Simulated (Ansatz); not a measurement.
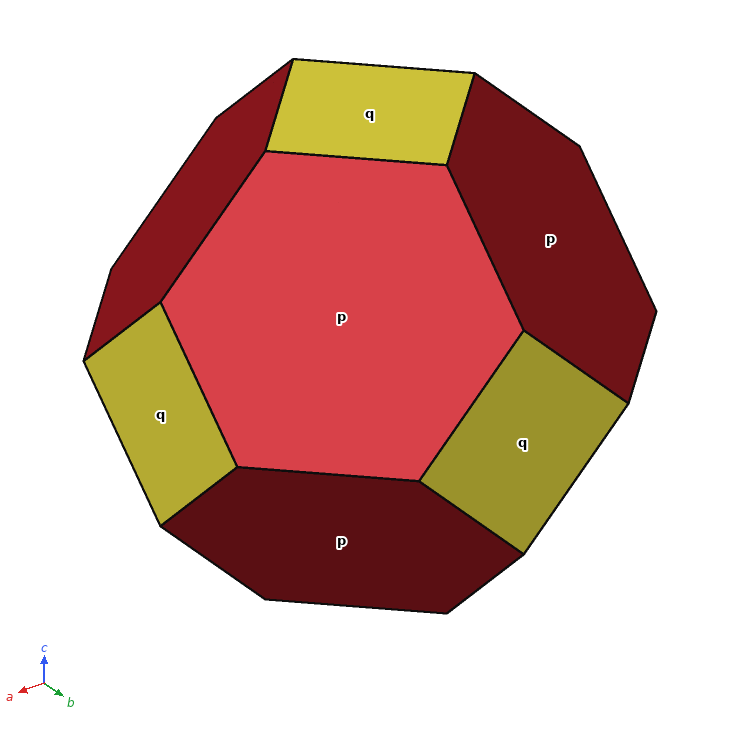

Crystal habit computed by the BFDH rule (growth rate of a face proportional to 1/d, systematic absences taken into account). This is a geometric estimate, not an energy calculation. Faces of one form share a colour. Cell of BAs: space group F-43m (No. 216), a = 4.784 Å, b = 4.784 Å, c = 4.784 Å, α = 90.00°, β = 90.00°, γ = 90.00°. The structure is the input geometry of an electronic-structure calculation and need not be at equilibrium. It was generated, so it need not be a known form of this composition. Forms under 0.4 % of the area are left out. Forms are taken in the Laue class: a face and its opposite count as one form.

Question: Which form is which colour?

Answer: red (p): {111} (d = 2.76 Å, 78 % of the area); yellow (q): {200} (d = 2.39 Å, 22 % of the area).
